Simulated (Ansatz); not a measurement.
## GaH3Cl: molecular dynamics (part 3 of 3)

The same run, continued: GaH3Cl, multiplicity 2; UKS PBE0-D4/def2-SVP (Ansatz 0.2.0). It belongs to a series of runs on one base structure; here: dynamics from the highest image of the converged band.

Geometry of the input (Å):
```
Ga -0.0003  0.0001  0.0274
Cl -0.0002  0.0000  2.4634
H  1.4030  0.0000  -0.6971
H  -1.4030  0.0000  -0.6984
H  0.0005  -0.0001  3.9847
```

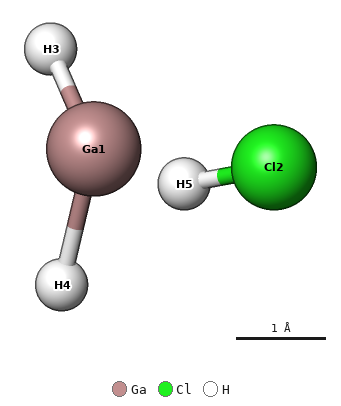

**Figure 1.** The geometry at step 99 of the log (ball-and-stick view, seen at a tilt; atoms are numbered from 1 in the order of the input).

## Trajectory as extended XYZ, continued
```
5
Properties=species:S:1:pos:R:3:forces:R:3 step=28 time_fs=14.0 energy=-64925.63375 temperature=425.4
Ga    0.0001    0.0073    0.0009   -0.7709   0.1096  -1.4784
Cl    0.0007    0.0044    2.5264   -0.0238   0.1707   0.7104
H     1.3629   -0.2272   -0.7919    0.1031  -0.1218   0.0899
H    -1.4175   -0.2399   -0.8664    0.6759   0.0207   0.5569
H    -0.0064   -0.1847    3.8707    0.0157  -0.1793   0.1213
5
Properties=species:S:1:pos:R:3:forces:R:3 step=33 time_fs=16.5 energy=-64925.70197 temperature=600.9
Ga   -0.0005    0.0088   -0.0069   -0.3529   0.1214  -1.3030
Cl    0.0008    0.0060    2.5410   -0.0163   0.1311   0.8535
H     1.3639   -0.2846   -0.7940    0.0224  -0.0943   0.1879
H    -1.3770   -0.2872   -0.8490    0.3370  -0.0138   0.4094
H    -0.0059   -0.2462    3.8798    0.0097  -0.1443  -0.1477
5
Properties=species:S:1:pos:R:3:forces:R:3 step=38 time_fs=19.0 energy=-64925.75683 temperature=742.3
Ga   -0.0015    0.0105   -0.0159    0.3909   0.2237  -0.9258
Cl    0.0008    0.0078    2.5572   -0.0066   0.0834   0.9318
H     1.3663   -0.3475   -0.7850   -0.0489  -0.0521   0.2748
H    -1.3180   -0.3359   -0.8080   -0.3373  -0.1553   0.0638
H    -0.0048   -0.3162    3.8804    0.0019  -0.0996  -0.3446
5
Properties=species:S:1:pos:R:3:forces:R:3 step=42 time_fs=21.0 energy=-64925.78134 temperature=806.0
Ga   -0.0020    0.0120   -0.0236    0.9121   0.3587  -0.6344
Cl    0.0008    0.0094    2.5712   -0.0014   0.0733   0.8688
H     1.3665   -0.4003   -0.7662   -0.0592  -0.0286   0.3036
H    -1.2831   -0.3812   -0.7714   -0.8493  -0.3106  -0.1936
H    -0.0038   -0.3768    3.8669   -0.0023  -0.0928  -0.3444
5
Properties=species:S:1:pos:R:3:forces:R:3 step=47 time_fs=23.5 energy=-64925.85255 temperature=989.5
Ga   -0.0020    0.0142   -0.0338    0.8568   0.3898  -0.5927
Cl    0.0009    0.0115    2.5900   -0.0007   0.1395   0.5909
H     1.3637   -0.4678   -0.7267   -0.0118  -0.0262   0.2808
H    -1.2841   -0.4545   -0.7353   -0.8416  -0.3405  -0.1567
H    -0.0027   -0.4579    3.8329   -0.0027  -0.1626  -0.1223
5
Properties=species:S:1:pos:R:3:forces:R:3 step=52 time_fs=26.0 energy=-64925.95021 temperature=1240.8
Ga   -0.0013    0.0166   -0.0445    0.1013   0.1411  -0.8002
Cl    0.0009    0.0139    2.6098   -0.0045   0.2408   0.2989
H     1.3604   -0.5370   -0.6705    0.0584  -0.0398   0.2229
H    -1.3319   -0.5466   -0.7069   -0.1559  -0.0816   0.1853
H    -0.0017   -0.5489    3.7916    0.0008  -0.2605   0.0932
5
Properties=species:S:1:pos:R:3:forces:R:3 step=56 time_fs=28.0 energy=-64925.99396 temperature=1353.7
Ga   -0.0006    0.0187   -0.0535   -0.4672  -0.1397  -0.8844
Cl    0.0009    0.0160    2.6261   -0.0080   0.1948   0.3275
H     1.3600   -0.5940   -0.6157    0.0834  -0.0356   0.1831
H    -1.3792   -0.6245   -0.6775    0.3881   0.1850   0.3961
H    -0.0009   -0.6323    3.7612    0.0037  -0.2044  -0.0223
5
Properties=species:S:1:pos:R:3:forces:R:3 step=61 time_fs=30.5 energy=-64926.02310 temperature=1429.3
Ga   -0.0001    0.0211   -0.0655   -0.7684  -0.4468  -0.8172
Cl    0.0009    0.0190    2.6470   -0.0099  -0.0612   0.5973
H     1.3636   -0.6669   -0.5374    0.0351   0.0185   0.1610
H    -1.4167   -0.7113   -0.6196    0.7390   0.4192   0.4637
H     0.0003   -0.7460    3.7199    0.0042   0.0703  -0.4049
5
Properties=species:S:1:pos:R:3:forces:R:3 step=66 time_fs=33.0 energy=-64926.07752 temperature=1569.6
Ga   -0.0003    0.0232   -0.0782   -0.6152  -0.6357  -0.6295
Cl    0.0009    0.0218    2.6688   -0.0092  -0.2375   0.6684
H     1.3690   -0.7383   -0.4495   -0.0779   0.1273   0.1526
H    -1.4120   -0.7739   -0.5348    0.7010   0.4782   0.3688
H     0.0017   -0.8559    3.6556    0.0012   0.2676  -0.5602
5
Properties=species:S:1:pos:R:3:forces:R:3 step=70 time_fs=35.0 energy=-64926.14262 temperature=1737.0
Ga   -0.0008    0.0245   -0.0887   -0.2271  -0.6508  -0.4171
Cl    0.0009    0.0238    2.6871   -0.0092  -0.1301   0.4648
H     1.3704   -0.7903   -0.3725   -0.1597   0.2299   0.1312
H    -1.3784   -0.8038   -0.4508    0.3972   0.3727   0.2233
H     0.0029   -0.9334    3.5810   -0.0012   0.1783  -0.4021
5
Properties=species:S:1:pos:R:3:forces:R:3 step=75 time_fs=37.5 energy=-64926.18935 temperature=1857.4
Ga   -0.0016    0.0256   -0.1022    0.4612  -0.4566  -0.1137
Cl    0.0009    0.0262    2.7106   -0.0117   0.1602   0.1630
H     1.3635   -0.8426   -0.2696   -0.1834   0.3323   0.0678
H    -1.3181   -0.8227   -0.3347   -0.2649   0.0519   0.0279
H     0.0044   -1.0223    3.4674   -0.0011  -0.0878  -0.1450
5
Properties=species:S:1:pos:R:3:forces:R:3 step=80 time_fs=40.0 energy=-64926.18437 temperature=1845.1
Ga   -0.0020    0.0263   -0.1158    0.9310  -0.2122   0.1082
Cl    0.0008    0.0288    2.7345   -0.0130   0.0400   0.1910
H     1.3462   -0.8753   -0.1628   -0.0942   0.3604  -0.0257
H    -1.2733   -0.8386   -0.2164   -0.8239  -0.2446  -0.0679
H     0.0058   -1.1143    3.3435    0.0001   0.0564  -0.2055
5
Properties=species:S:1:pos:R:3:forces:R:3 step=84 time_fs=42.0 energy=-64926.18610 temperature=1849.4
Ga   -0.0018    0.0267   -0.1266    0.7509  -0.2544   0.2031
Cl    0.0008    0.0309    2.7538   -0.0104  -0.3686   0.3144
H     1.3282   -0.8862   -0.0781    0.0328   0.3202  -0.0991
H    -1.2701   -0.8601   -0.1243   -0.7724  -0.1789  -0.0794
H     0.0069   -1.1853    3.2356   -0.0009   0.4817  -0.3389
5
Properties=species:S:1:pos:R:3:forces:R:3 step=89 time_fs=44.5 energy=-64926.18962 temperature=1858.2
Ga   -0.0009    0.0270   -0.1400    0.0215  -0.5775   0.3322
Cl    0.0007    0.0330    2.7784   -0.0051  -0.6497   0.2842
H     1.3080   -0.8830    0.0222    0.1866   0.2293  -0.1647
H    -1.3042   -0.8943   -0.0137   -0.1993   0.2207  -0.1504
H     0.0082   -1.2474    3.0831   -0.0037   0.7773  -0.3012
5
Properties=species:S:1:pos:R:3:forces:R:3 step=94 time_fs=47.0 energy=-64926.16113 temperature=1784.9
Ga   -0.0001    0.0268   -0.1531   -0.5857  -0.8542   0.4952
Cl    0.0006    0.0340    2.8035   -0.0027  -0.3679   0.1288
H     1.2985   -0.8660    0.1127    0.2516   0.1627  -0.2072
H    -1.3505   -0.9158    0.0874    0.3420   0.5598  -0.2928
H     0.0093   -1.2659    2.9133   -0.0052   0.4997  -0.1240
5
Properties=species:S:1:pos:R:3:forces:R:3 step=99 time_fs=49.5 energy=-64926.12348 temperature=1688.2
Ga    0.0003    0.0259   -0.1657   -0.7606  -0.9387   0.6288
Cl    0.0005    0.0344    2.8288   -0.0033  -0.0257   0.0661
H     1.3034   -0.8389    0.1908    0.1941   0.1573  -0.2539
H    -1.3779   -0.9049    0.1712    0.5752   0.6551  -0.4125
H     0.0101   -1.2550    2.7355   -0.0054   0.1520  -0.0285
5
Properties=species:S:1:pos:R:3:forces:R:3 step=103 time_fs=51.5 energy=-64926.11570 temperature=1668.0
Ga    0.0001    0.0246   -0.1754   -0.6117  -0.8605   0.6767
Cl    0.0004    0.0347    2.8492   -0.0033  -0.1795   0.0151
H     1.3158   -0.8104    0.2425    0.0907   0.1770  -0.3013
H    -1.3762   -0.8686    0.2209    0.5308   0.5651  -0.4478
H     0.0105   -1.2375    2.5920   -0.0064   0.2979   0.0573
5
Properties=species:S:1:pos:R:3:forces:R:3 step=108 time_fs=54.0 energy=-64926.11826 temperature=1674.2
Ga   -0.0006    0.0223   -0.1871   -0.1248  -0.5536   0.6001
Cl    0.0003    0.0347    2.8746   -0.0045  -0.5917  -0.1755
H     1.3357   -0.7653    0.2907   -0.0397   0.1822  -0.3527
H    -1.3473   -0.7943    0.2594    0.1740   0.2641  -0.3713
H     0.0107   -1.1974    2.4168   -0.0050   0.6990   0.2995
5
Properties=species:S:1:pos:R:3:forces:R:3 step=113 time_fs=56.5 energy=-64926.09606 temperature=1616.9
Ga   -0.0013    0.0196   -0.1982    0.5746  -0.0482   0.3182
Cl    0.0002    0.0337    2.8997   -0.0104  -0.5789  -0.2790
H     1.3535   -0.7095    0.3180   -0.1065   0.1297  -0.3582
H    -1.3095   -0.7048    0.2765   -0.4624  -0.1715  -0.1413
H     0.0106   -1.1177    2.2592    0.0046   0.6689   0.4604
5
Properties=species:S:1:pos:R:3:forces:R:3 step=117 time_fs=58.5 energy=-64926.06177 temperature=1528.9
Ga   -0.0016    0.0173   -0.2069    0.9597   0.3217   0.0203
Cl    0.0001    0.0322    2.9195   -0.0145  -0.2460  -0.1429
H     1.3635   -0.6593    0.3246   -0.0893   0.0420  -0.3091
H    -1.2970   -0.6391    0.2834   -0.8695  -0.4292   0.0536
H     0.0107   -1.0257    2.1519    0.0136   0.3115   0.3782
5
Properties=species:S:1:pos:R:3:forces:R:3 step=122 time_fs=61.0 energy=-64926.03878 temperature=1469.5
Ga   -0.0012    0.0147   -0.2178    0.6742   0.4840  -0.2125
Cl   -0.0001    0.0300    2.9441   -0.0106   0.0964   0.1035
H     1.3718   -0.5948    0.3167    0.0122  -0.1030  -0.1814
H    -1.3260   -0.5792    0.2946   -0.6910  -0.4010   0.0759
H     0.0115   -0.8955    2.0373    0.0152  -0.0765   0.2145
5
Properties=species:S:1:pos:R:3:forces:R:3 step=127 time_fs=63.5 energy=-64926.00512 temperature=1382.3
Ga   -0.0003    0.0126   -0.2288   -0.1989   0.4231  -0.2826
Cl   -0.0003    0.0279    2.9687    0.0048   0.0393   0.0070
H     1.3809   -0.5364    0.2982    0.1276  -0.2320  -0.0258
H    -1.3935   -0.5423    0.3092    0.0646  -0.1537  -0.1088
H     0.0132   -0.7677    1.9374    0.0019  -0.0767   0.4103
5
Properties=species:S:1:pos:R:3:forces:R:3 step=131 time_fs=65.5 energy=-64925.93655 temperature=1205.9
Ga    0.0003    0.0111   -0.2379   -0.7417   0.3707  -0.3411
Cl   -0.0004    0.0263    2.9885    0.0175  -0.0577  -0.2012
H     1.3931   -0.4992    0.2817    0.1430  -0.2785   0.0669
H    -1.4474   -0.5202    0.3169    0.5920  -0.0058  -0.2300
H     0.0147   -0.6689    1.8747   -0.0108  -0.0287   0.7054
5
Properties=species:S:1:pos:R:3:forces:R:3 step=136 time_fs=68.0 energy=-64925.86158 temperature=1013.0
Ga    0.0006    0.0095   -0.2494   -0.8889   0.3366  -0.4562
Cl   -0.0005    0.0243    3.0129    0.0211   0.0377  -0.1365
H     1.4153   -0.4674    0.2646    0.0142  -0.2524   0.1078
H    -1.4825   -0.4930    0.3144    0.8671   0.0505  -0.2515
H     0.0159   -0.5479    1.8339   -0.0134  -0.1724   0.7363
5
Properties=species:S:1:pos:R:3:forces:R:3 step=141 time_fs=70.5 energy=-64925.84352 temperature=966.1
Ga    0.0001    0.0083   -0.2613   -0.4910   0.3480  -0.6057
Cl   -0.0006    0.0223    3.0371    0.0077   0.2998   0.4492
H     1.4379   -0.4505    0.2538   -0.1968  -0.1751   0.0860
H    -1.4681   -0.4634    0.2975    0.6774  -0.0198  -0.1238
H     0.0165   -0.4379    1.8342    0.0027  -0.4530   0.1943
5
Properties=species:S:1:pos:R:3:forces:R:3 step=146 time_fs=73.0 energy=-64925.83691 temperature=948.8
Ga   -0.0008    0.0073   -0.2738    0.2777   0.4505  -0.8300
Cl   -0.0007    0.0208    3.0621   -0.0091   0.4228   0.9169
H     1.4491   -0.4440    0.2480   -0.3386  -0.0995   0.0515
H    -1.4153   -0.4355    0.2738    0.0466  -0.1968   0.1424
H     0.0172   -0.3542    1.8463    0.0234  -0.5769  -0.2808
5
Properties=species:S:1:pos:R:3:forces:R:3 step=150 time_fs=75.0 energy=-64925.82229 temperature=911.3
Ga   -0.0014    0.0069   -0.2843    0.8852   0.5761  -1.0497
Cl   -0.0008    0.0201    3.0832   -0.0121   0.3228   0.6697
H     1.4441   -0.4434    0.2457   -0.3251  -0.0645   0.0465
H    -1.3693   -0.4212    0.2603   -0.5778  -0.3558   0.3879
H     0.0188   -0.3113    1.8468    0.0297  -0.4785  -0.0545
5
Properties=species:S:1:pos:R:3:forces:R:3 step=155 time_fs=77.5 energy=-64925.82567 temperature=920.4
Ga   -0.0014    0.0067   -0.2982    0.9561   0.6193  -1.1514
Cl   -0.0009    0.0197    3.1104   -0.0029   0.1655   0.0977
H     1.4215   -0.4462    0.2456   -0.1313  -0.0715   0.0924
H    -1.3432   -0.4223    0.2644   -0.8443  -0.3908   0.4849
H     0.0222   -0.2827    1.8475    0.0225  -0.3225   0.4763
5
Properties=species:S:1:pos:R:3:forces:R:3 step=160 time_fs=80.0 energy=-64925.88288 temperature=1067.2
Ga   -0.0007    0.0071   -0.3131    0.1234   0.4359  -0.8959
Cl   -0.0011    0.0196    3.1379    0.0060   0.1532   0.0728
H     1.3915   -0.4536    0.2513    0.1433  -0.1185   0.1694
H    -1.3633   -0.4455    0.2956   -0.2834  -0.1707   0.2168
H     0.0269   -0.2741    1.8736    0.0106  -0.3000   0.4370
5
Properties=species:S:1:pos:R:3:forces:R:3 step=164 time_fs=82.0 energy=-64925.91123 temperature=1140.3
Ga    0.0000    0.0077   -0.3255   -0.5603   0.2156  -0.5575
Cl   -0.0012    0.0197    3.1600    0.0031   0.2435   0.4736
H     1.3726   -0.4643    0.2628    0.2659  -0.1328   0.1911
H    -1.3933   -0.4720    0.3306    0.2808   0.0494  -0.0818
H     0.0313   -0.2804    1.9127    0.0106  -0.3758  -0.0254
5
Properties=species:S:1:pos:R:3:forces:R:3 step=169 time_fs=84.5 energy=-64925.91663 temperature=1154.8
Ga    0.0004    0.0085   -0.3415   -0.8631  -0.0493  -0.1375
Cl   -0.0013    0.0202    3.1884   -0.0042   0.3192   0.7452
H     1.3625   -0.4845    0.2868    0.1840  -0.0669   0.1067
H    -1.4150   -0.5020    0.3693    0.6662   0.2322  -0.3414
H     0.0373   -0.3088    1.9588    0.0170  -0.4352  -0.3730
```

## Key numbers

| quantity | value |
| --- | --- |
| outcome | finished |
| mean temperature over the second half | 1350 K |
| trajectory | 169 steps, 84.5 fs |
| ensemble | nve |
| temperature in the input | 300.0 K |
| time step | 0.5 fs |
| potential energy (last step) | −64925.9167 eV |
| mean-field energy (last step) | −64925.8551 eV |
| ⟨S²⟩ (last step) | 0.752 |
| largest force (length of the vector) (last step) | 0.875 eV/Å |
| wall time | 12 min |
| peak memory | 0.18 GiB |

## Remarks

So short a trajectory is not equilibrated.
